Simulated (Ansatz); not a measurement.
# Nb2BN, from a guessed structure to a relaxed one, part 2 of 2

Starting from a made-up structure for Nb2BN, the aim is the relaxed cell, its shortest contacts and, where a second run follows, its electronic structure.

Ansatz 0.2.0; DFT, r2SCAN, plane-wave PAW, default files, scalar-relativistic, no spin, cell and ions relaxed at zero pressure (the session's first sound run).

So far: Starting point; Relaxing cell and atoms. The relaxed cell has a = 3.182, c = 15.747 Å (conventional setting).

### 3. Electronic structure of the relaxed cell

A second self-consistent run takes a narrower smearing and the mesh shown in its input; the bands follow along the standard path of the relaxed lattice.

This step: DFT, r2SCAN, plane-wave PAW, default files, scalar-relativistic, no spin, bands and density of states at the relaxed cell (Ansatz 0.2.0).

Contents of input.yaml:

```yaml
crystal:
  lattice:
    - [1.5910845933, 0.9186131183, 5.2489529111]
    - [-1.5910845933, 0.9186131183, 5.2489529111]
    - [0.0, -1.8372262365, 5.2489529111]
  atoms:
    - { symbol: Nb, position: [0.2523448579, 0.2523448579, 0.2523448579] }
    - { symbol: Nb, position: [0.7476551421, 0.7476551421, 0.7476551421] }
    - { symbol: "N", position: [0.5, 0.5, 0.5] }
    - { symbol: B, position: [0.0, 0.0, 0.0] }
kpoints:
  mp_grid: { grid: [12, 12, 12] }
  band_path:
    path:
      - [[0.0, 0.0, 0.0], [0.5, 0.0, 0.0], [0.5, 0.18708539, -0.18708539]]
      - [[0.81291461, 0.5, 0.18708539], [0.5, 0.5, 0.5], [0.0, 0.0, 0.0], [0.3435427, 0.0, -0.3435427]]
      - [[0.6564573, 0.3435427, 0.0], [0.5, 0.5, 0.0], [0.6564573, 0.6564573, 0.18708539], [0.5, 0.5, 0.5]]
      - [[0.5, 0.0, 0.0], [0.81291461, 0.3435427, 0.3435427]]
    npoints: 8
scf:
  occupations: { method: fermi_dirac, width: 0.03 }
  n_extra_bands: 8
hamiltonian:
  xc: r2scan
  pseudopotentials: { kind: paw }
output:
  forces: true
  stress: true
  write_bands: true
  dos: { projected: true }
  write_density: true
  write_potential: true
  elf: true
  volumetric_format: npy
```

Run with:

```bash
$ ansatz run input.yaml --threads 4 --pin off --max-ram 8192MiB --backend cpu --events-out ev --progress --plain --runs-dir out
```

Numbers of over 12 decimals in the logs are rounded to 6 here.

The program printed:

```text
[...]
Crystal: 4 atoms, lattice volume = 46.031 Å³
Basis set: ecut = 500 eV, 1147 PW (Γ), FFT grids on a1−a2, a2, −a2+a3, exchange–correlation on 96×180×96 points (64 copies of the dense FFT grid, shifted against one another)
Bands: 25, of which v1, the nominal top of the filled ones, is band 17 counted from 1 (16 counted from 0)
Symmetry: 12 space group operations
[...]
k-points: 189 of 1728
[...]
SCF iter   1: F=—  HF=-9672.187750 eV  |F-HF|=—  |Δ(HF+E_count)|=         —  Δρ=1.51e-2  dr2=1.52e-1  dr2_τ=2.77e-1  ethr=1.77e-3  ⟨swp⟩=6.0  Hψ=21817  notcnv=0  defer=10
[...]
SCF iter   8: F=-9672.204362 eV  HF=-9672.204362 eV  |F-HF|=1.11e-8  |Δ(HF+E_count)|=   1.24e-7  Δρ=4.93e-6  dr2=9.86e-9  dr2_τ=2.57e-10  ethr=2.94e-10  ⟨swp⟩=12.4  Hψ=29990  notcnv=0
SCF 1 converged in 8 iterations: F = -9672.204362 eV  dr2 = 9.86e-9
[...]
NSCF: frozen V_eff on 76 k-points
SCF converged after 8 iterations
Free energy (F): -9672.204362 eV
[...]
Internal energy: -9672.200213 eV  (E = F + TS)
E sigma→0 (E₀):  -9672.202287 eV
Entropy (-TS):   -0.004148 eV (-1.037 meV/atom)
Fermi energy:    18.116611 eV
[...]
--- Forces (eV/Å), atoms counted from 1 ---
  atom   1  Nb     0.00000000    -0.00000000    -0.07063041
  atom   2  Nb    -0.00000000     0.00000000     0.07063041
  atom   3  N      0.00000000     0.00000000    -0.00000000
  atom   4  B      0.00000000     0.00000000     0.00000000
  max |Σ_I F_I| component: 1.16e-18 eV/Å
--- Stress (GPa, compression-positive) ---
        0.052184       0.000000       0.000000
        0.000000       0.052184      -0.000000
        0.000000      -0.000000      -0.067576
  P = ⅓ Tr σ = 0.0123 GPa (0.123 kbar)
--- Band table (eV; the first three rows and the last of 189) ---
  k-point 0: bands = [... 13 lower, 16.8892, 16.9780, 16.9780, 17.0887, 17.6959, 17.6959, 18.5818, 18.5818, ... 4 higher]
  k-point 1: bands = [... 13 lower, 16.1865, 16.3561, 16.6330, 16.8949, 17.8718, 17.9796, 19.0143, 19.6306, ... 4 higher]
  k-point 2: bands = [... 13 lower, 14.8906, 15.5594, 16.1183, 16.8426, 18.3352, 18.6312, 19.6817, 19.8008, ... 4 higher]
  k-point 188: bands = [... 13 lower, 13.4243, 15.2096, 15.2096, 18.1440, 18.1440, 18.4908, 18.8415, 18.8415, ... 4 higher]
```

Run time: 7 s. Hardware: 4 threads of Arm Neoverse V2, shared host; peak memory 0.61 GiB; 27 s of CPU time.

This step gave:

- free energy: -9672.2044 eV
- energy at zero smearing: -9672.2023 eV
- smearing term TS: 0.004148 eV
- Fermi energy: 18.12 eV
- pressure: 0.01226 GPa

From bands.tsv, the bands that come nearest the Fermi level along the path, at its corners, in eV from the Fermi level:

| point | band 14 | band 15 | band 16 | band 17 | band 18 | band 19 | band 20 | band 21 |
| --- | --- | --- | --- | --- | --- | --- | --- | --- |
| Γ | -1.23 | -1.14 | -1.14 | -1.03 | -0.42 | -0.42 | 0.47 | 0.47 |
| L | -5.07 | -3.70 | -2.69 | -1.24 | 0.55 | 2.68 | 2.78 | 2.98 |
| B1 | -4.11 | -4.10 | -3.19 | 0.22 | 0.98 | 2.19 | 2.19 | 2.96 |
| B | -4.11 | -4.10 | -3.19 | 0.22 | 0.98 | 2.19 | 2.19 | 2.96 |
| Z | -4.69 | -2.91 | -2.91 | 0.03 | 0.03 | 0.37 | 0.72 | 0.72 |
| Γ | -1.23 | -1.14 | -1.14 | -1.03 | -0.42 | -0.42 | 0.47 | 0.47 |
| X | -4.19 | -4.01 | -3.22 | 0.30 | 1.41 | 1.66 | 2.24 | 3.03 |
| Q | -4.19 | -4.01 | -3.22 | 0.30 | 1.41 | 1.66 | 2.24 | 3.03 |
| F | -4.01 | -3.55 | -1.66 | -1.21 | 2.07 | 2.30 | 2.37 | 3.28 |
| P1 | -4.05 | -3.73 | -1.69 | -1.52 | 1.94 | 2.25 | 2.41 | 3.14 |
| Z | -4.69 | -2.91 | -2.91 | 0.03 | 0.03 | 0.37 | 0.72 | 0.72 |
| L | -5.07 | -3.70 | -2.69 | -1.24 | 0.55 | 2.68 | 2.78 | 2.98 |
| P | -4.05 | -3.73 | -1.69 | -1.52 | 1.94 | 2.25 | 2.41 | 3.14 |

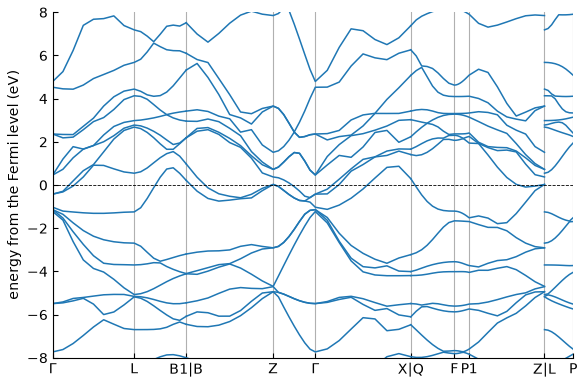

Bands along the path. 9 bands lie wholly below the window drawn.

Counts of states for the cell as run, both spins, by energy window (eV from the Fermi level):

```csv
from,to,total
-8,-7,0.52
-7,-6,1.87
-6,-5,3.67
-5,-4,1.49
-4,-3,3.04
-3,-2,1.52
-2,-1,0.82
-1,0,1.33
0,1,1.53
1,2,2.72
2,3,3.97
3,4,3.25
```

A further 19.8 states lie below the table's range.

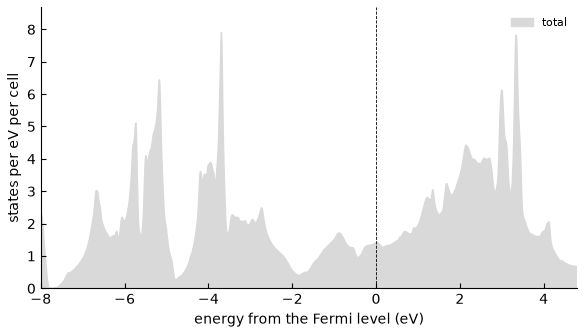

Total density of states, smoothed over about 0.04 eV.

Force by atom:

```
atom  x (eV/Å)  y (eV/Å)  z (eV/Å)    size
 Nb1    0.0000    0.0000   -0.0706  0.0706
 Nb2    0.0000    0.0000    0.0706  0.0706
  N3    0.0000    0.0000    0.0000  0.0000
  B4    0.0000    0.0000    0.0000  0.0000
```

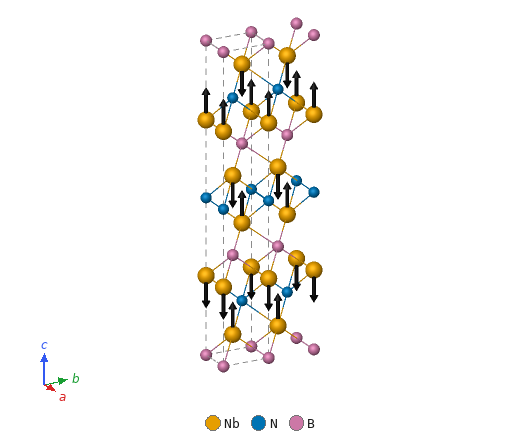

Force as arrows, the longest 0.0706 eV/Å. Bonds to atoms that aren't drawn are left out. 1×2×1 conventional cells are drawn. Some periodic images of atoms are drawn too.

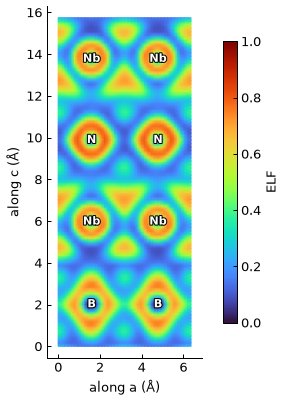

ELF in the ac plane of the conventional cell at fractional y = 0.000, with atoms of Nb and N and B within 0.2 Å of it. It is the smooth field of the valence electrons, not physical close to the nuclei. The map starts off the cell's origin, so that atoms lie inside it.

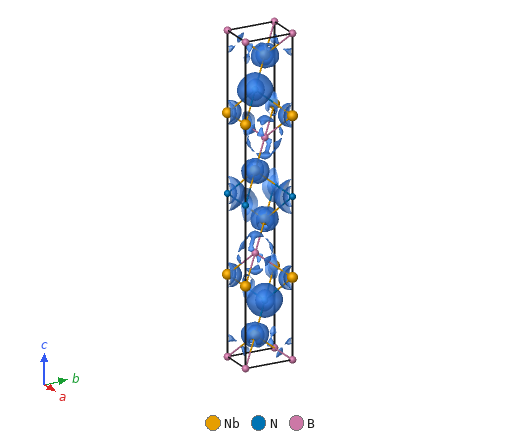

Surface of ELF = 0.72. Bonds to atoms that aren't drawn are left out.

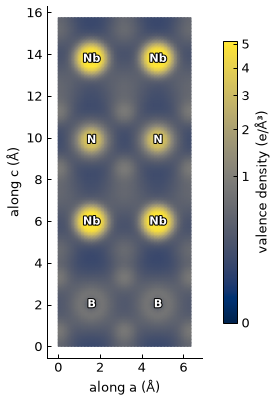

Valence density in the ac plane of the conventional cell at fractional y = 0.000, with atoms of Nb and N and B within 0.2 Å of it. It is the smooth field of the valence electrons, not physical close to the nuclei. The map starts off the cell's origin, so that atoms lie inside it. The colour scale is stretched toward low values.

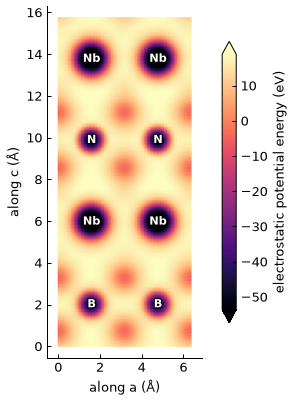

Electrostatic potential energy in the ac plane of the conventional cell at fractional y = 0.000, with atoms of Nb and N and B within 0.2 Å of it. With pseudopotentials it is smooth inside the atoms' cores, unlike the true potential. The map starts off the cell's origin, so that atoms lie inside it.

### 4. Summary of results

| Property | Result |
| --- | --- |
| space group, relaxed | R-3m |
| conventional cell | a = 3.182, b = 3.182, c = 15.747 Å; α = 90.0°, β = 90.0°, γ = 120.0° |
| volume per atom | 11.51 Å³ (guess 9.67) |

In words: Nb2BN relaxes to R-3m with a = 3.182, b = 3.182 and c = 15.747 Å. The guessed volume was 16 % too small. The space group R-3m was held in the relaxation, so the end point is a stationary structure within it and may be a saddle against distortions or other arrangements. Bands cross the Fermi level, so it is a metal or semimetal at this level. On the 12×12×12 mesh with the narrower smearing (relaxed on 10×10×10) the largest force component is 0.071 eV/Å and the largest stress component is 0.068 GPa, against the relaxation's thresholds of 0.015 eV/Å and 0.05 GPa. The cutoff wasn't tested. No dispersion term is used, so weakly bound directions may come out too long. The runs have no spin, and magnetism wasn't tested. Nothing here tests whether the compound is stable against decomposition.

[Logs are printed without paths, hosts, clocks, repeated set-up lines and the standing remarks that a program may print on its own settings, such as how far it seeks lower states.]

[Hosts, paths, dates, database ids (printed as entryN), source tags and the programs' standing remarks are cut or masked in the printed files.]
